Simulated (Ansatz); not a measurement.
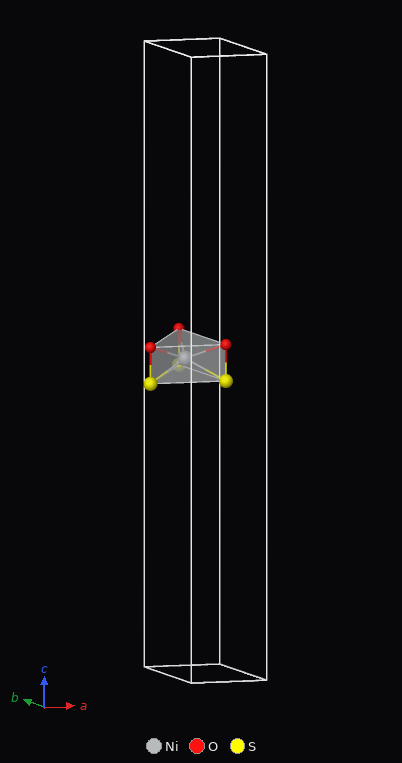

The figure gives a polyhedral picture of the atoms, viewed from the side at a slight tilt. Lines trace the edges of the simulation cell. Some atoms of the next cells are drawn as well.

NiSO, a = 3.41 Å, b = 3.41 Å, c = 29.10 Å, α = 90.00°, β = 90.00°, γ = 120.00°.

The numbers come from Ansatz 0.2.0, DFT, HSE06, plane waves, PAW, using a cutoff energy of 420 eV, k-mesh 6×6×1, no spin polarisation (a spin-restricted run, not always the ground state).

### Is the electronic structure metallic or gapped?

A semiconductor at this level, with a gap of 0.28 eV, indirect; the smallest direct gap is 0.68 eV.

The initial geometry was a structure type filled with these elements by a generator (whether the compound takes this form wasn't checked). Earlier steps of the study may have refined or changed the cell and positions. Ansatz was used for an electronic-structure calculation on it.

At this level of theory the cell isn't at rest (forces up to 0.9 eV/Å), so its distances can differ from those at equilibrium, the more so the softer the solid.
